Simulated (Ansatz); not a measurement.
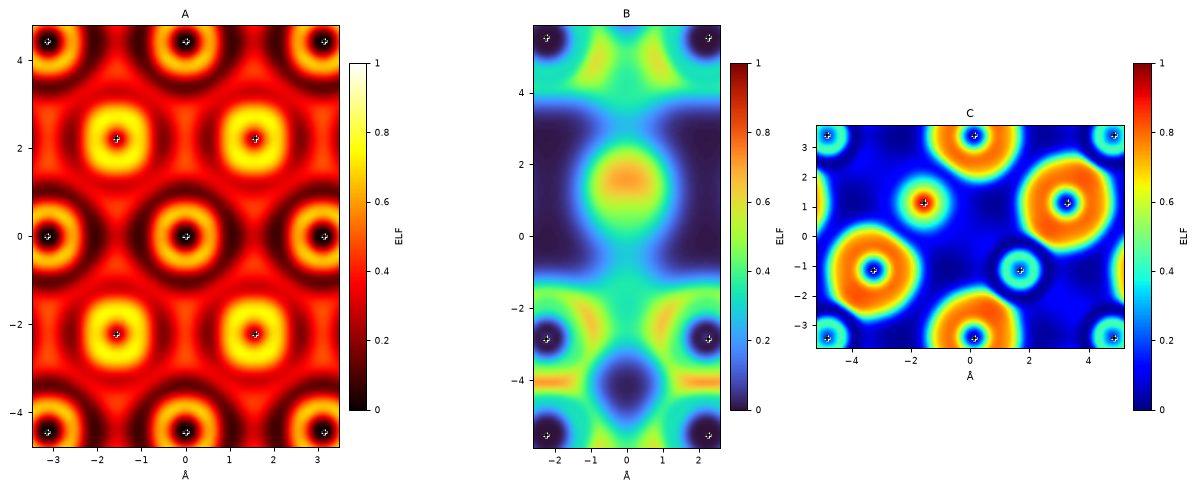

The ELF of 3 systems, each on a plane through atoms (crosses mark nuclei in the plane).

The calculation used DFT PBE, scalar-relativistic, plane waves, PAW in Ansatz 0.2.0.

System 1: Mg2CdSe3, the (110) plane of the conventional cell. Space group P-3m1; a structure generated by program, which may or may not match a known phase.

```xyz
6
Lattice="3.9535 0.0000 0.0000 -1.9768 3.4239 0.0000 0.0000 0.0000 9.6858" Properties=species:S:1:pos:R:3 pbc="T T T"
Mg    0.0000    2.2826    6.4199
Mg    1.9768    1.1413    3.2660
Cd    0.0000    0.0000    0.0000
Se    0.0000    0.0000    4.8429
Se    0.0000    2.2826    1.7029
Se    1.9768    1.1413    7.9830
```

System 2: Sn2Ge, the (010) plane of the conventional cell. Space group P-3m1; a structure generated by program, which may or may not match a known phase.

System 3: Ti5Re3, the (011) plane of the conventional cell. Space group Im-3m; a structure generated by program, which may or may not match a known phase; the program warned that a starting moment wasn't kept; spin-polarised, but the moments vanished.

```
Ti Re
1.0
     6.28443    0.00000    0.00000
     0.00000    6.28443    0.00000
     0.00000    0.00000    6.28443
Ti Re
10 6
Direct
  0.00000 0.00000 0.00000
  0.50000 0.50000 0.50000
  0.25000 0.25000 0.75000
  0.75000 0.75000 0.25000
  0.25000 0.75000 0.25000
  0.75000 0.25000 0.75000
  0.75000 0.25000 0.25000
  0.25000 0.75000 0.75000
  0.25000 0.25000 0.25000
  0.75000 0.75000 0.75000
  0.50000 0.00000 0.00000
  0.00000 0.50000 0.50000
  0.00000 0.00000 0.50000
  0.50000 0.50000 0.00000
  0.00000 0.50000 0.00000
  0.50000 0.00000 0.50000
```

Match each panel to its system.

Answer. Panel A is system 3, Ti5Re3: the plane holds Ti and Re. Ti–Re (2.72 Å): the ELF is about 0.35 at the midpoint. Panel B is system 2, Sn2Ge: the plane holds Sn and Ge. Sn–Ge (2.69 Å): the ELF peaks at about 0.70 between the atoms. Panel C is system 1, Mg2CdSe3: the plane holds Mg, Cd and Se. Mg–Se (2.77 Å): the ELF is about 0.75 at the midpoint (a largely ionic contact).
